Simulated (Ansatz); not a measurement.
Consider C₃H₇NOSi.

```yaml
atoms:
  - { symbol: C, position_ang: [-0.5906, -1.9674, -0.5343] }
  - { symbol: O, position_ang: [-1.4484, -0.8315, -0.2881] }
  - { symbol: C, position_ang: [-0.7648, 0.3042, 0.0531] }
  - { symbol: C, position_ang: [0.5052, 0.7422, 0.2673] }
  - { symbol: N, position_ang: [1.8247, 0.2797, 0.3398] }
  - { symbol: Si, position_ang: [-0.7640, 2.0512, 0.5489] }
  - { symbol: H, position_ang: [-1.2550, -2.8148, -0.7553] }
  - { symbol: H, position_ang: [0.0243, -2.2015, 0.3535] }
  - { symbol: H, position_ang: [0.0678, -1.7855, -1.4049] }
  - { symbol: H, position_ang: [2.5199, 1.0129, 0.1876] }
  - { symbol: H, position_ang: [2.0271, -0.5284, -0.2554] }
  - { symbol: H, position_ang: [-1.1526, 2.5224, 1.9214] }
  - { symbol: H, position_ang: [-0.9733, 3.1821, -0.4184] }
```

Computed with Ansatz 0.2.0, RKS BLYP-D4/6-31G*.

**Predict the electron density and electron localisation function between the atoms.**

C–C (1.36 Å): the density is about 2.1 e/Å³ at the midpoint; the ELF peaks at about 0.90 between the atoms: localised, covalent bonding.
C–O (1.37 Å): ρ at the midpoint is about 2.2 e/Å³, with its minimum of 1.9 e/Å³ about 0.5 Å from C; the ELF peaks at about 0.85 between the atoms, as expected for a shared but strongly polarised pair.
C–N (1.40 Å): ρ at the midpoint is about 2.1 e/Å³; the ELF peaks at about 0.90 between the atoms (a covalent bond).
C–Si (1.82 Å): the density is about 0.86 e/Å³ at the midpoint; the ELF peaks at about 0.80 between the atoms (a covalent bond).

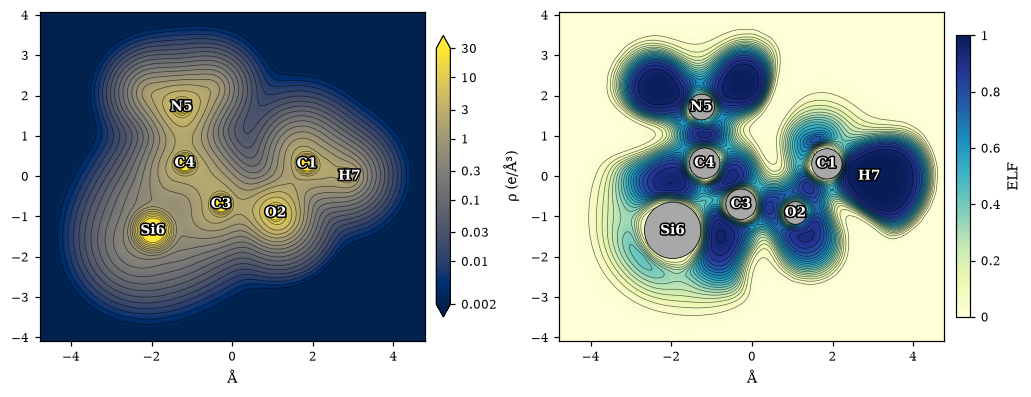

Computed electron density and electron localisation function on the plane of atoms C1, O2 and C3, in this order. Grey discs cover the atomic cores in the ELF map. 
